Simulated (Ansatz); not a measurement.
**C3H5NO (acrylamide): PBE/def2-SVP**

Aim: the electronic atomisation energy of C3H5NO (acrylamide) at PBE/def2-SVP, from 5 runs. 

The calculation is run with Ansatz 0.2.0.

64 further runs of the same task are left out: 64 set aside as unsound or not needed.

### Step 1. The structure to begin with

C3H5NO: 10 atoms, total charge 0, spin state singlet. SMILES: `C=CC(N)=O`. The shape is that of a PBE0-D4/def2-TZVP optimisation. This is one conformer, not always the lowest.

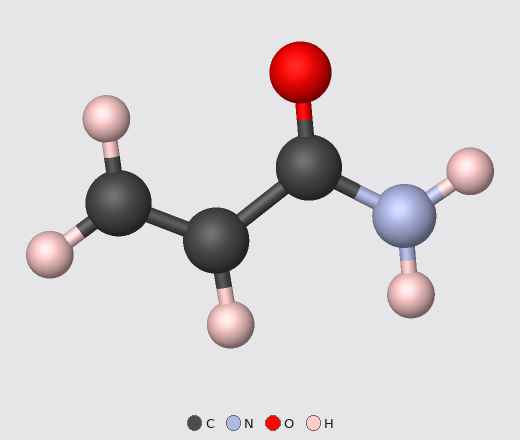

Viewed from a chosen angle; carbon dark grey, nitrogen light blue, oxygen red, hydrogen pink.

### Step 2. The energy at PBE/def2-SVP

Contents of molecule.yaml:

```yaml
crystal:
  periodic: [false, false, false]
  atoms:
    - {symbol: C, position_ang: [-0.558600, -0.299760, 1.693560]}
    - {symbol: C, position_ang: [0.225020, 0.037950, 0.680540]}
    - {symbol: C, position_ang: [-0.272440, -0.052300, -0.720640]}
    - {symbol: N, position_ang: [0.631540, 0.322960, -1.661880]}
    - {symbol: O, position_ang: [-1.390460, -0.428740, -1.006250]}
    - {symbol: H, position_ang: [-0.221030, -0.243200, 2.721170]}
    - {symbol: H, position_ang: [-1.568270, -0.643650, 1.496300]}
    - {symbol: H, position_ang: [1.240620, 0.385630, 0.848750]}
    - {symbol: H, position_ang: [0.359560, 0.286490, -2.628460]}
    - {symbol: H, position_ang: [1.554040, 0.634620, -1.423100]}
basis:
  gaussian:
    orbitals: def2-SVP
output:
  orbitals: {seedname: orbitals}
hamiltonian:
  xc: {name: PBE}
accuracy: high
```

Started as:

```sh
ansatz run molecule.yaml --threads 1 --pin off --max-ram 3480MiB --events-out events.jsonl --progress --plain --runs-dir runs
```

What it wrote:

```text
Warning: RAYON_NUM_THREADS=1 ignored (pool sized by the plan → 1); use --threads N
Functional definition: PBE
  name "PBE"
  parameter kappa = 0.804
  parameter beta = 0.06672455060314922
  exchange = pbe_x(kappa = kappa, mu = beta*pi^2/3)
  correlation = pbe_c(beta = beta)
2289 factors; integrals over basis functions are off by at most 9.4e-9 eV
mean field evaluation 1: about -6705.8446 eV, gradient 6.9e1 eV
mean field evaluation 2: about -6690.3809 eV, gradient 1.1e2 eV
mean field evaluation 4: about -6716.2210 eV, gradient 7.0e0 eV
mean field evaluation 8: about -6716.3054 eV, gradient 6.2e-1 eV
mean field evaluation 16: about -6716.3064 eV, gradient 1.9e-5 eV
mean field -6716.30641665 eV, -246.8197083358 hartree, gradient 6.0e-8 eV, S^2 0.000000; 0 other end points of the search recorded, 0 dependent functions left out
reference -6716.30641970 eV, -246.8197084480 hartree; 19, 19 occupied and 76, 76 virtual orbitals, 2289 factors
Total energy: -6716.30641970 eV, -246.8197084480 hartree
```

Run time: 5.7 s. Hardware: 1 thread of AMD EPYC 7R43 (Zen 3), shared host; peak memory 0.28 GiB.

### Step 3. The C atom at the same level

Contents of input.yaml:

```yaml
crystal:
  periodic: [false, false, false]
  atoms:
    - {symbol: C, position_ang: [0.000000, 0.000000, 0.000000]}
basis:
  gaussian:
    orbitals: def2-SVP
magnetization:
  spin_polarized: true
  initial_magnetization: 2
hamiltonian:
  xc: {name: PBE}
accuracy: high
```

Started as:

```sh
ansatz run input.yaml --threads 1 --pin off --max-ram 3480MiB --events-out events.jsonl --progress --plain --runs-dir runs
```

What it wrote:

```text
Warning: RAYON_NUM_THREADS=1 ignored (pool sized by the plan → 1); use --threads N
Functional definition: PBE
  name "PBE"
  parameter kappa = 0.804
  parameter beta = 0.06672455060314922
  exchange = pbe_x(kappa = kappa, mu = beta*pi^2/3)
  correlation = pbe_c(beta = beta)
95 factors; integrals over basis functions are off by at most 2.0e-9 eV
mean field evaluation 1: about -1027.1051 eV, gradient 4.8e0 eV
mean field evaluation 2: about -1027.2115 eV, gradient 2.6e0 eV
mean field evaluation 4: about -1027.2633 eV, gradient 2.7e-1 eV
mean field evaluation 8: about -1027.2635 eV, gradient 4.8e-5 eV
mean field evaluation 16: about -1027.2635 eV, gradient 5.3e-2 eV
mean field evaluation 32: about -1027.2635 eV, gradient 3.1e-8 eV
mean field -1027.26347279 eV, -37.7512363209 hartree, gradient 3.1e-8 eV, S^2 2.001906; 2 other end points of the search recorded, 0 dependent functions left out
reference -1027.26347433 eV, -37.7512363773 hartree; 4, 2 occupied and 10, 12 virtual orbitals, 95 factors
Total energy: -1027.26347433 eV, -37.7512363773 hartree
```

Wall time 0.4 s (1 thread of AMD EPYC 7R43 (Zen 3), shared host).

### Step 4. The H atom, same level

Contents of job.yaml:

```yaml
basis:
  gaussian: {orbitals: def2-SVP}
crystal:
  periodic: [false, false, false]
  atoms:
    - {symbol: H, position_ang: [0.000000, 0.000000, 0.000000]}
magnetization: {spin_polarized: true, initial_magnetization: 1}
hamiltonian: {xc: {name: PBE}}
accuracy: high
```

Started as:

```sh
ansatz run job.yaml --threads 1 --pin off --max-ram 3480MiB --events-out events.jsonl --progress --plain --runs-dir runs
```

What it wrote:

```text
Warning: RAYON_NUM_THREADS=1 ignored (pool sized by the plan → 1); use --threads N
Functional definition: PBE
  name "PBE"
  parameter kappa = 0.804
  parameter beta = 0.06672455060314922
  exchange = pbe_x(kappa = kappa, mu = beta*pi^2/3)
  correlation = pbe_c(beta = beta)
15 factors; integrals over basis functions are off by at most 8.9e-10 eV
mean field evaluation 1: about -13.5665 eV, gradient 4.0e-1 eV
mean field evaluation 2: about -13.5663 eV, gradient 4.0e-1 eV
mean field evaluation 4: about -13.5684 eV, gradient 5.7e-6 eV
mean field evaluation 8: about -13.5684 eV, gradient 2.0e-10 eV
mean field -13.56839668 eV, -0.4986293811 hartree, gradient 1.3e-10 eV, S^2 0.750000; 0 other end points of the search recorded, 0 dependent functions left out
reference -13.56839849 eV, -0.4986294476 hartree; 1, 0 occupied and 4, 5 virtual orbitals, 15 factors
Total energy: -13.56839849 eV, -0.4986294476 hartree
```

Run time: 0.12 s. Hardware: 1 thread of AMD EPYC 7R43 (Zen 3), shared host.

### Step 5. The N atom at the same level

Contents of molecule.yaml:

```yaml
crystal:
  periodic: [false, false, false]
  atoms:
    - symbol: "N"
      position_ang: [0.000000, 0.000000, 0.000000]
basis:
  gaussian:
    orbitals: def2-SVP
magnetization:
  spin_polarized: true
  initial_magnetization: 3
hamiltonian:
  xc: pbe
accuracy: high
```

Started as:

```sh
ansatz run molecule.yaml --threads 1 --pin off --max-ram 3480MiB --events-out events.jsonl --progress --plain --runs-dir runs
```

What it wrote:

```text
Warning: RAYON_NUM_THREADS=1 ignored (pool sized by the plan → 1); use --threads N
Functional definition: PBE
  name "PBE"
  parameter kappa = 0.804
  parameter beta = 0.06672455060314922
  exchange = pbe_x(kappa = kappa, mu = beta*pi^2/3)
  correlation = pbe_c(beta = beta)
95 factors; integrals over basis functions are off by at most 1.2e-9 eV
mean field evaluation 1: about -1481.9075 eV, gradient 6.2e0 eV
mean field evaluation 2: about -1481.9942 eV, gradient 4.7e0 eV
mean field evaluation 4: about -1482.1113 eV, gradient 1.4e-2 eV
mean field evaluation 8: about -1482.1111 eV, gradient 9.3e-6 eV
mean field -1482.11109517 eV, -54.4665781364 hartree, gradient 1.0e-9 eV, S^2 3.751994; 0 other end points of the search recorded, 0 dependent functions left out
reference -1482.11109625 eV, -54.4665781763 hartree; 5, 2 occupied and 9, 12 virtual orbitals, 95 factors
Total energy: -1482.11109625 eV, -54.4665781763 hartree
```

It took 0.27 s on 1 thread of AMD EPYC 7R43 (Zen 3), shared host.

### Step 6. The O atom

Contents of job.yaml:

```yaml
crystal:
  periodic: [false, false, false]
  atoms:
    - {symbol: O, position_ang: [0.000000, 0.000000, 0.000000]}
basis:
  gaussian:
    orbitals: def2-SVP
magnetization:
  spin_polarized: true
  initial_magnetization: 2
hamiltonian:
  xc: pbe
accuracy: high
```

Run the same way, it converges to -74.91467 Eh (log not shown).

### Step 7. Results

At PBE/def2-SVP:

```
                     quantity          value
       molecule: total energy  -246.81971 Eh
        molecule: HOMO energy       -5.49 eV
        molecule: LUMO energy       -1.75 eV
      molecule: HOMO–LUMO gap        3.74 eV
         C atom: total energy   -37.75124 Eh
                 C atom: ⟨S²⟩          2.002
         H atom: total energy    -0.49863 Eh
                 H atom: ⟨S²⟩          0.750
         N atom: total energy   -54.46658 Eh
                 N atom: ⟨S²⟩          3.752
         O atom: total energy   -74.91467 Eh
                 O atom: ⟨S²⟩          2.002
electronic atomisation energy      46.031 eV
```

**Reading.** Taking the molecule apart into free atoms costs 46.03 eV (1061 kcal/mol), before zero-point energy and without spin-orbit coupling.
